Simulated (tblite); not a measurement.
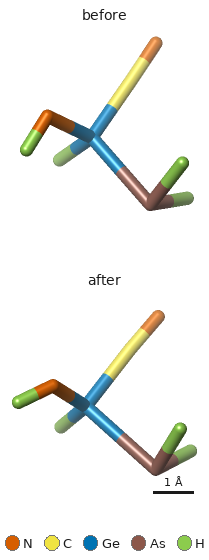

The structure of CH$_{4}$AsGeN$_{2}$ (multiplicity 2) before (top) and after (bottom) a relaxation, at one scale.

The picture is a stick view, seen at a tilt.

Computed with GFN2-xTB geometry optimisation, gas phase (tblite). 

Q: What changed between the two?

A: An H atom moves most after the best rigid fit: 0.38 Å. By element the largest moves are H 0.38 Å, N 0.23 Å, Ge 0.19 Å, As 0.19 Å, C 0.14 Å. Some distances before and after: Ge–N 1.856 → 1.725 Å, As–Ge 2.409 → 2.487 Å, As–H 1.566 → 1.496 Å, H–N 1.050 → 1.011 Å. Among the angles between lasting bonds that change: N–Ge–H 110.3° → 126.8°, Ge–N–H 106.4° → 120.9°, C–Ge–As 108.9° → 98.3°. Groups turn about Ge–N by about 30°. After 67 geometry steps the energy has fallen by 8.16 kcal/mol. The run took 0.31 s on 1 thread of Arm Neoverse V2, on a shared host.
